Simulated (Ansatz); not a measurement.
**BHSCl (SMILES S[B]Cl) at USVWN5/STO-3G**

Aim: the vertical doublet–quartet gap of BHSCl at USVWN5/STO-3G, from 2 runs. 

The calculation is run with Ansatz 0.2.0.

75 further runs of the same task are left out: 2 that didn't finish, 73 set aside as unsound or not needed.

**1. Starting point**

BHSCl: 4 atoms, total charge 0, spin state doublet. SMILES: `S[B]Cl`. The shape is that of a PBE0-D4/def2-TZVP optimisation.

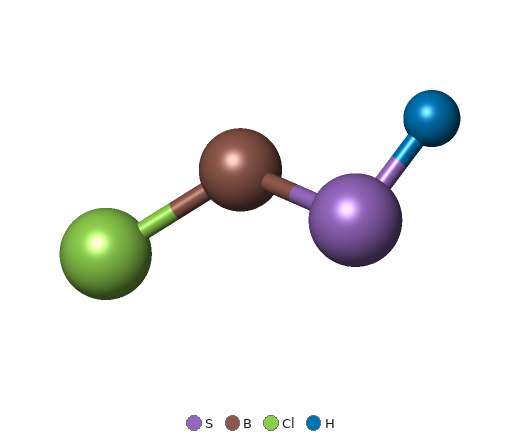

The structure, seen from a chosen angle (sulfur purple, boron brown, chlorine green, hydrogen blue).

**2. The energy at USVWN5/STO-3G**

The input, input.yaml:

```yaml
crystal:
  periodic: [false, false, false]
  atoms:
    - {symbol: S, position_ang: [0.566400, -0.789100, 0.531400]}
    - {symbol: B, position_ang: [-0.299600, 0.475700, -0.345800]}
    - {symbol: Cl, position_ang: [-2.014100, 0.616000, -0.427300]}
    - {symbol: H, position_ang: [1.802900, -0.362900, 0.221400]}
basis:
  gaussian:
    orbitals: STO-3G
magnetization:
  spin_polarized: true
  initial_magnetization: 1
hamiltonian:
  xc: {name: SVWN5}
accuracy: high
```

Run with:

```
$ ansatz run input.yaml --threads 1 --pin off --max-ram 2610MiB --events-out events.jsonl --progress --plain --runs-dir runs
```

Log:

```text
Warning: RAYON_NUM_THREADS=1 ignored (pool sized by the plan → 1); use --threads N
Functional definition: SVWN5
  name "SVWN5"
  exchange = slater_x
  correlation = vwn5_c
427 factors; integrals over basis functions are off by at most 1.9e-8 eV
mean field evaluation 1: about -23697.1540 eV, gradient 6.7e0 eV
mean field evaluation 2: about -23697.0130 eV, gradient 7.9e0 eV
mean field evaluation 4: about -23697.6613 eV, gradient 6.8e-1 eV
mean field evaluation 8: about -23697.6309 eV, gradient 7.0e-3 eV
mean field evaluation 16: about -23697.6309 eV, gradient 2.1e-7 eV
mean field -23697.63090607 eV, -870.8718729669 hartree, gradient 2.8e-8 eV, S^2 0.755410; 0 other end points of the search recorded, 0 dependent functions left out
reference -23697.63090770 eV, -870.8718730269 hartree; 20, 19 occupied and 4, 5 virtual orbitals, 427 factors
Total energy: -23697.63090770 eV, -870.8718730269 hartree
```

It took 1.3 s on 1 thread of Arm Neoverse V1, shared host; peak memory 0.11 GiB.

**3. The quartet, same level**

Changes to input.yaml since step 2:

```diff
@@ -12,3 +12,3 @@
   spin_polarized: true
-  initial_magnetization: 1
+  initial_magnetization: 3
 hamiltonian:
```

Run with:

```
$ ansatz run input.yaml --threads 1 --pin off --max-ram 2610MiB --events-out events.jsonl --progress --plain --runs-dir runs
```

Log:

```text
Warning: RAYON_NUM_THREADS=1 ignored (pool sized by the plan → 1); use --threads N
[... 4 set-up lines as earlier in the session ...]
427 factors; integrals over basis functions are off by at most 1.9e-8 eV
mean field evaluation 1: about -23689.3787 eV, gradient 1.5e1 eV
mean field evaluation 2: about -23667.5103 eV, gradient 3.2e1 eV
mean field evaluation 4: about -23691.6291 eV, gradient 4.0e0 eV
mean field evaluation 8: about -23691.7931 eV, gradient 1.4e-2 eV
mean field evaluation 16: about -23691.7777 eV, gradient 5.9e-6 eV
mean field evaluation 32: about -23685.7296 eV, gradient 3.0e0 eV
mean field -23691.77767607 eV, -870.6567707318 hartree, gradient 4.6e-8 eV, S^2 3.752432; 3 other end points of the search recorded, 0 dependent functions left out
reference -23691.77767768 eV, -870.6567707912 hartree; 21, 18 occupied and 3, 6 virtual orbitals, 427 factors
Total energy: -23691.77767768 eV, -870.6567707912 hartree
```

Wall time 1.4 s (1 thread of Arm Neoverse V1, shared host); peak memory 0.11 GiB.

**4. Outcome**

Level: USVWN5/STO-3G.

| quantity | value |
| --- | --- |
| doublet: total energy | -870.87187 Eh |
| doublet: ⟨S²⟩ | 0.755 |
| quartet: total energy | -870.65677 Eh |
| quartet: ⟨S²⟩ | 3.752 |
| vertical energy of the quartet above the doublet | 5.853 eV |

**Reading.** At this shape the quartet lies 5.85 eV (565 kJ/mol) above the doublet. In a minimal basis such a difference can be off by several eV, whatever the method.
